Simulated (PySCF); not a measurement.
```yaml
atoms:
  - { symbol: C, position_ang: [2.1226, 0.2388, 0.3443] }
  - { symbol: C, position_ang: [0.9850, -0.3116, -0.0776] }
  - { symbol: F, position_ang: [0.9421, -1.5396, -0.5823] }
  - { symbol: C, position_ang: [-0.3213, 0.3637, -0.0285] }
  - { symbol: N, position_ang: [-0.5182, 1.5390, 0.2425] }
  - { symbol: C, position_ang: [-1.5275, -0.6641, -0.3208] }
  - { symbol: F, position_ang: [-1.6310, -1.4569, 0.7301] }
  - { symbol: F, position_ang: [-2.6488, 0.0164, -0.4638] }
  - { symbol: H, position_ang: [3.0453, -0.3192, 0.2493] }
  - { symbol: H, position_ang: [2.1604, 1.2294, 0.7630] }
  - { symbol: H, position_ang: [-1.3227, 2.1409, 0.3535] }
  - { symbol: H, position_ang: [-1.2847, -1.2375, -1.2357] }
```

Geometry: GFN2-xTB.

Computed with UKS B3LYP, pcH-1 on C F H N, non-relativistic, mean-field spin-orbit, GIAO (PySCF).

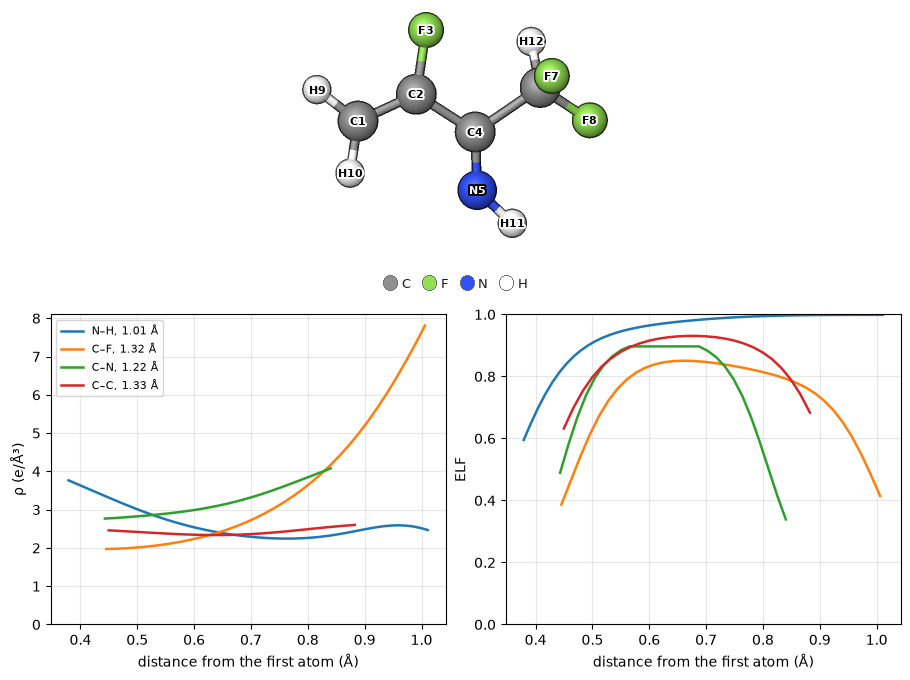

C$_{4}$H$_{4}$F$_{3}$N (charge +1, doublet). Electron density and electron localisation function along straight lines between neighbouring atoms. The curves leave out the atomic cores. The structure is drawn too.

What kind of bonding do the profiles show?

N–H (1.01 Å): ρ is about 3 e/Å³ halfway; the ELF climbs to about 1 towards the hydrogen, as it does in any bond to H: a covalent bond by its length.
C–F (1.32 Å): the density is about 2.5 e/Å³ at the midpoint; the ELF peaks at about 0.85 between the atoms (a polar covalent bond).
C–N (1.22 Å): the density is about 3 e/Å³ at the midpoint; the ELF peaks at about 0.90 between the atoms (a short, multiple covalent bond).
C–C (1.33 Å): ρ at the midpoint is about 2.3 e/Å³; the ELF peaks at about 0.95 between the atoms: a multiple bond.
